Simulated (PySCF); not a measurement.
## Electronic structure of C6H12OSi2 (SMILES [SiH3][C@]1(C2CC2)C=CO[SiH2]1) in real space

The calculation's input:

```
{"job": {"kind": "nmr", "xc": "PBE0", "basis": "pcSseg-1"}, "charge": 0, "multiplicity": 1}
Si     0.141128     1.840970    -1.179257
C      0.257132     0.311461    -0.025336
C     -0.966741     0.285760     0.862685
C     -2.204676    -0.448168     0.454026
C     -1.384536    -0.947359     1.605982
C      1.513461     0.477589     0.782686
C      2.493922    -0.362833     0.496677
O      2.263076    -1.314534    -0.460104
Si     0.713123    -1.271085    -1.017161
H      1.348345     1.939899    -1.998625
H      0.020193     3.047454    -0.354892
H     -1.051437     1.708569    -2.018625
H     -1.123700     1.220912     1.393543
H     -3.166819    -0.003953     0.661413
H     -2.173992    -1.009736    -0.467944
H     -0.807408    -1.849217     1.471825
H     -1.781267    -0.834915     2.604482
H      1.595604     1.245934     1.532188
H      3.480872    -0.400948     0.928141
H      0.755278    -1.087115    -2.464087
H      0.069522    -2.531742    -0.653386
```

Launched as:

```sh
OMP_NUM_THREADS=1 python probes_run.py task.json out
```

Geometry: GFN2-xTB.

Theory: PBE0/pcSseg-1, SCF density, gas phase, non-relativistic (PySCF).

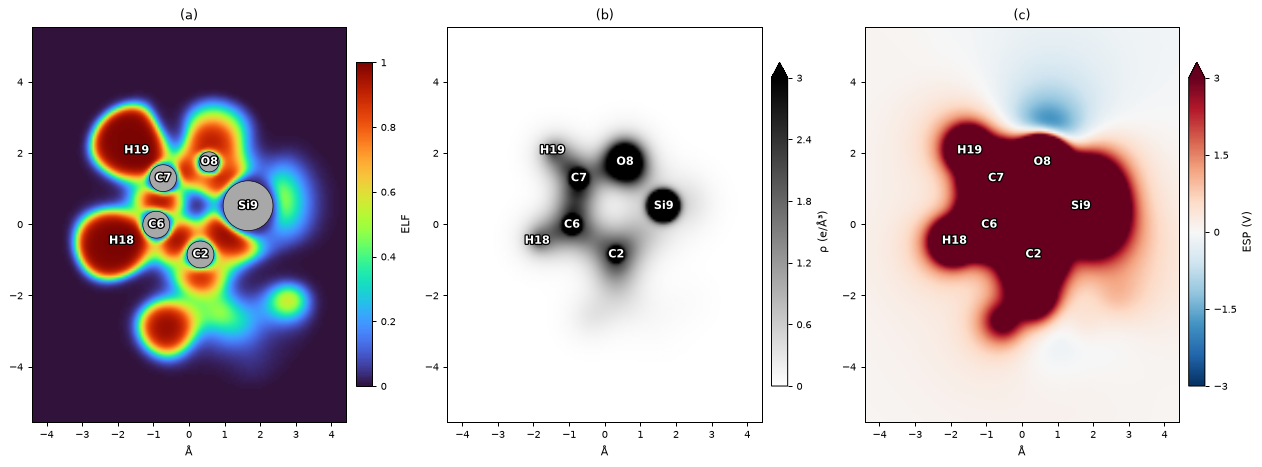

Figure 1. (a) electron localisation function; (b) total electron density; (c) molecular electrostatic potential on the plane of atoms C7, O8 and Si9. Grey discs cover the atomic cores in the ELF map.

### Read the bonding off the picture.

Atoms in the plane: C, O, Si and H. C–C (1.32 Å): the density is about 2.4 e/Å³ at the midpoint; the ELF peaks at about 0.90 between the atoms; a short, multiple covalent bond. C–O (1.37 Å): ρ at the midpoint is about 2.2 e/Å³, with its minimum of 1.9 e/Å³ about 0.5 Å from C; the ELF peaks at about 0.90 between the atoms, as expected for a shared but strongly polarised pair. Si–O (1.65 Å): ρ is about 1.2 e/Å³ halfway; the ELF peaks at about 0.90 between the atoms, as expected for a shared but strongly polarised pair. C–Si (1.92 Å): ρ is about 0.89 e/Å³ halfway; the ELF peaks at about 0.95 between the atoms (a covalent bond). C–H (1.08 Å): the density is about 2 e/Å³ at the midpoint; the ELF climbs to about 1 towards the hydrogen, as it does in any bond to H: an ordinary covalent bond to hydrogen. The ELF also peaks beside O8, away from the bonds: lone-pair regions. Outside the dense part of the molecule the potential is most negative (−1.8 V) near O8.

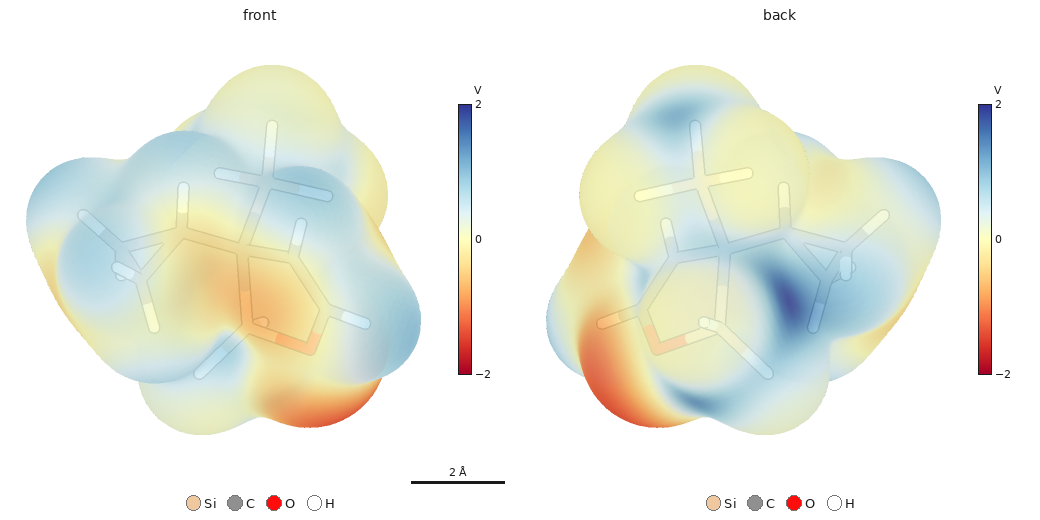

Figure 2. The electrostatic potential painted on the density surface at 0.002 e/bohr³, seen from the front and from behind; red is negative and blue positive.

### Which sites attract a positive test charge, and which a negative one?

A positive charge is drawn to the negative regions and a negative charge to the positive ones. The most negative region (about −1.3 V, or −30 kcal/mol for a unit charge) lies over O8, the most positive (about +1.7 V, or +39 kcal/mol for a unit charge) over Si9. O8 is the likeliest acceptor of a hydrogen bond.
